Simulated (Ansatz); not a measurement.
# Group exchange: C2H3N + CH6OSi → C2H4Si + CH5NO

Species: C2H3N `C#CN`, singlet; CH6OSi `CO[SiH3]`, singlet; C2H4Si `C#C[SiH3]`, singlet; CH5NO `CON`, singlet. The partners trade NH2 for SiH3: C–NH2 and O–SiH3 bonds give way to C–SiH3 and O–NH2.

Shapes, held fixed at every level: PBE0-D4/def2-TZVP. Flexible molecules stand in one conformer, not always the lowest. Programs: Ansatz 0.2.0. The zero-point and thermal change to 298 K, harmonic and unscaled (PBE0-D4/def2-TZVP), is +0.7 kJ/mol.

```csv
level,kind,ΔH(298 K) (kJ/mol),less CCSD(T)/CBS estimate,CPU time (sum over the molecules)
SPW92/def2-TZVPP,LDA,+220.8,+12.3,5.6 s
r2SCAN0-D4/def2-TZVPP,global hybrid,+221.1,+12.6,18 s
wB97M-V/def2-TZVPP,range-separated hybrid,+211.0,+2.5,41 s
CCSD(T)/def2-SVP,coupled cluster or CI,+195.9,-12.6,8.5 s
CCSD(T)/def2-TZVPP,coupled cluster or CI,+204.6,-3.9,1.8 min
CCSD/def2-TZVPP,coupled cluster or CI,+208.9,+0.4,–
CCSD(T)/CBS estimate,coupled cluster or CI,+208.5,0.0,8.6 min
```

The highest level, CCSD(T)/CBS estimate, gives ΔH(298 K) = +208.5 kJ/mol; the levels span +195.9 to +221.1. The column of differences is taken from that level and isn't an error. No measured value is set beside it here. The CBS estimate extrapolates MP2 from def2-TZVPP and def2-QZVPP and adds CCSD(T) − MP2 in the triple-zeta set, cores frozen. Times are processor times on shared x86 and Arm servers, and rough.

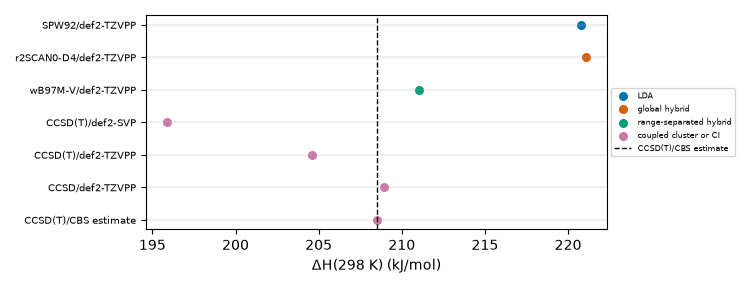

The values of the table, level by level.
